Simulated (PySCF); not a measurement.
**CH₈N₂OSi₂: density, localisation and related maps**

Input file:

```
{"job": {"kind": "uv", "xc": "PBE0", "basis": "def2-SVPD", "nstates": 8, "ntriplets": 3}, "charge": 0, "multiplicity": 1}
O      2.133368    -1.554123    -0.027949
Si     0.898925    -0.734731     0.646424
C      0.776769     1.112837     0.186285
N     -0.526389     1.344707    -0.403328
Si    -1.704013     0.109946    -0.428232
N     -0.651106    -1.184331     0.048854
H      2.222167    -1.605740    -0.976795
H      1.137115    -0.985503     2.062170
H      1.558633     1.412087    -0.522494
H      0.910613     1.742341     1.073112
H     -0.740458     2.312083    -0.578208
H     -2.205593    -0.121469    -1.787778
H     -2.803924     0.268472     0.535433
H     -1.006786    -2.117050     0.150338
```

Command:

```sh
OMP_NUM_THREADS=1 python probes_run.py task.json out
```

Geometry: GFN2-xTB.

Level of theory: PBE0/def2-SVPD, SCF density, gas phase (PySCF 2.14.0).

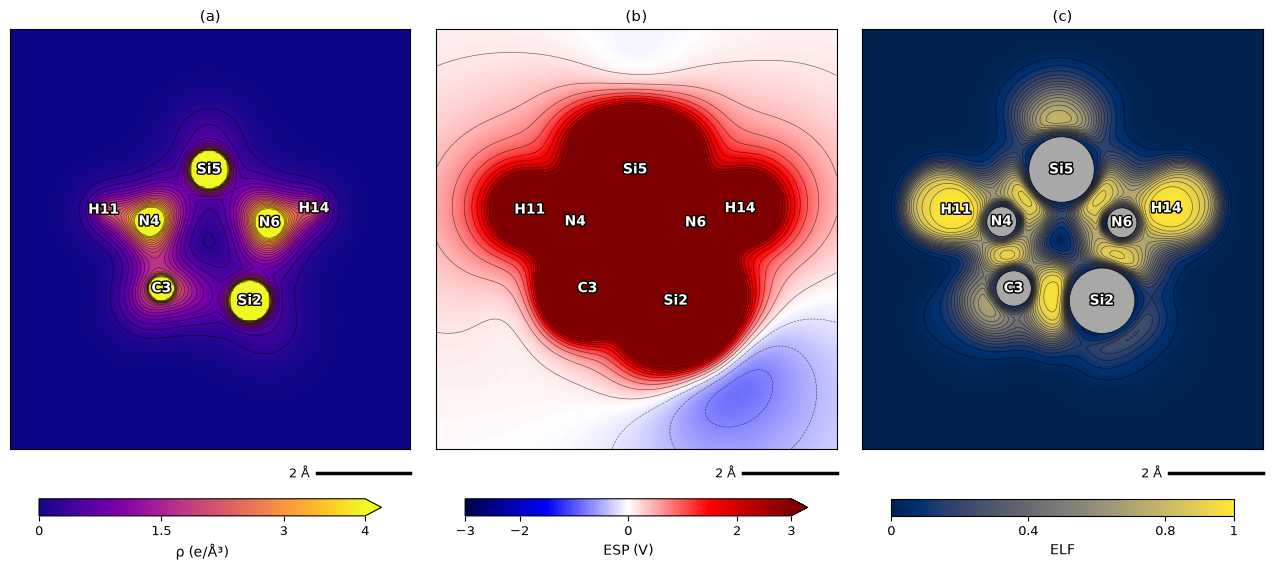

Figure 1. (a) total electron density; (b) electrostatic potential; (c) ELF on the plane of atoms Si2, C3 and N4. Grey discs cover the atomic cores in the ELF map.

Q: Describe what can be read from this map.

A: The section cuts through Si, C, N and H sites. C–N (1.45 Å): the density is about 1.9 e/Å³ at the midpoint; the ELF peaks at about 0.90 between the atoms: localised, covalent bonding. Si–N (1.71 Å): ρ at the midpoint is about 1.1 e/Å³; the ELF peaks at about 0.90 between the atoms: a shared but strongly polarised pair. C–Si (1.91 Å): ρ is about 0.95 e/Å³ halfway; the ELF peaks at about 1 between the atoms: a shared electron pair. N–H (1.00 Å): the density is about 2.8 e/Å³ at the midpoint; the ELF climbs to about 1 towards the hydrogen, as it does in any bond to H: an ordinary covalent bond to hydrogen. Outside the dense part of the molecule the potential is most negative (−0.8 V) near O1, which lies off the plane.

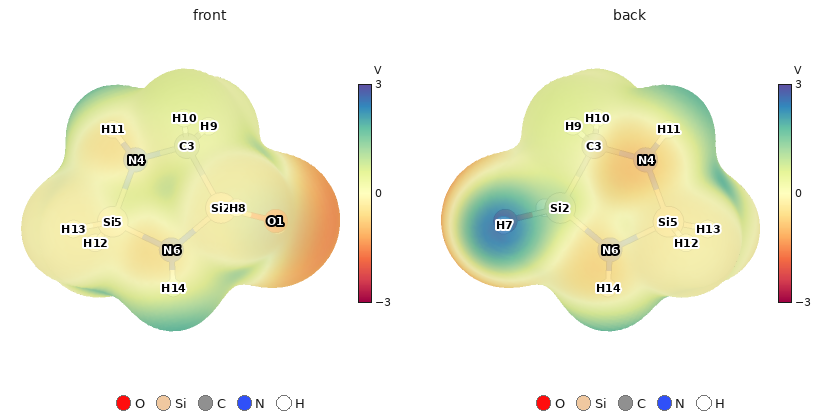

Figure 2. The electrostatic potential painted on the density surface at 0.002 e/bohr³, seen from the front and from behind; the colour scale runs from red (negative) to blue (positive).

Q: Where is the surface potential most negative and most positive?

A: The most negative region (about −1.4 V) lies over O1, the most positive (about +2.4 V) over H7. O1 is the likeliest acceptor of a hydrogen bond.

Q: How polar is the molecule by this calculation?

A: Its dipole moment is 1.25 D.
